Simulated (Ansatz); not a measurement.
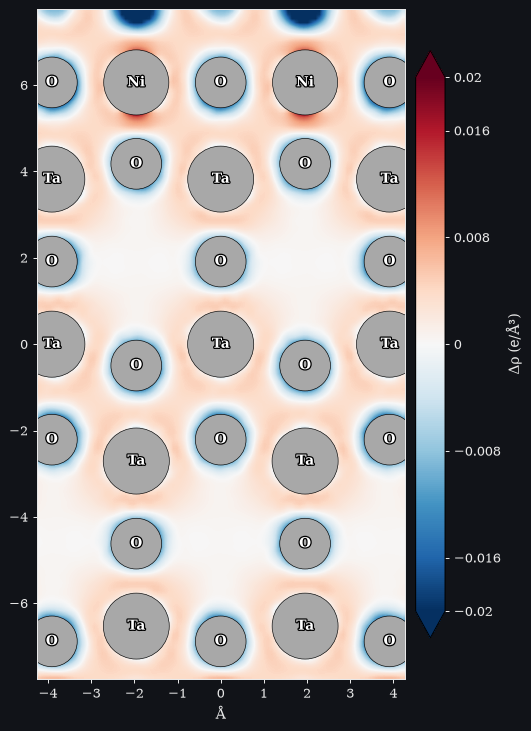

Ta4NiO11. Difference of the valence pseudo-densities of two functionals at the same geometry, on the (001) plane of the calculation cell: PBEsol less PBE.

Both computed with Ansatz (plane waves, PAW), on the same k-point mesh. Grey discs cover the atomic cores.

**What does the difference map show?**

Against PBE, PBEsol gives a change of +0.007 e/Å³ at the midpoint of Ni–O, +0.005 e/Å³ at the midpoint of Ta–O and +0.005 e/Å³ at the midpoint of Ni–O.
